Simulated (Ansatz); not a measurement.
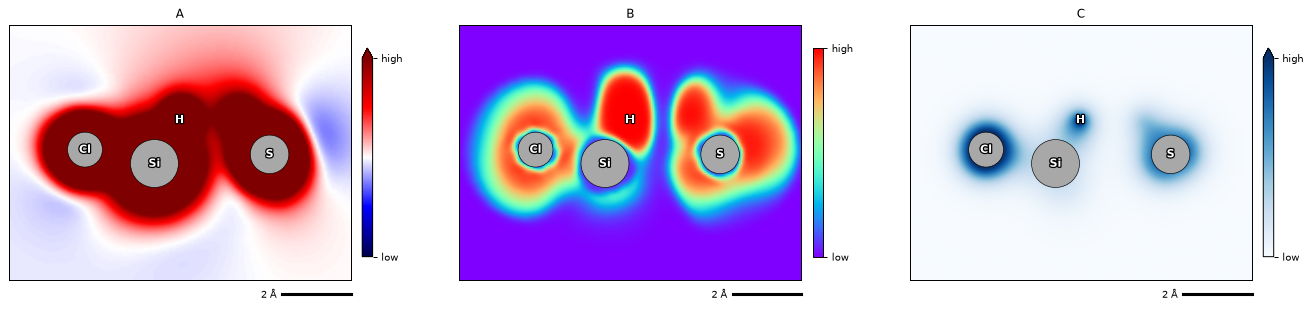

Cl$_{3}$HSi···H$_{2}$S: 3 fields on the plane of atoms H2, Si1 and Cl3, with unlabelled colour scales. Grey discs cover the atomic cores.

Not at a stationary point (largest force 0.7 eV/Å).

The calculation used RKS PBE-D4/def2-SVP (Ansatz 0.2.0).

```xyz
8

Si    0.1789    0.0707   -0.1740
H    -0.0275    0.0254    1.2808
Cl    2.2108   -0.0289   -0.5444
Cl   -0.5358    1.7910   -1.0412
Cl   -0.6756   -1.5866   -1.0748
S    -2.8449    0.1626    1.3123
H    -2.9497   -0.9857    0.5913
H    -1.7296   -0.3213    1.9717
```

> Match the panels to the quantities (electron density, electron localisation function and electrostatic potential).

Panel A: electrostatic potential (strongly positive close to the atoms, with negative regions outside electron-rich atoms). Panel B: electron localisation function. Panel C: electron density. From the grid: Si–Cl (2.07 Å): the density is about 0.85 e/Å³ at the midpoint; the ELF peaks at about 0.90 between the atoms: a polar covalent bond. Si–H (1.47 Å): ρ is about 0.82 e/Å³ halfway; the ELF climbs to about 1 towards the hydrogen, as it does in any bond to H.
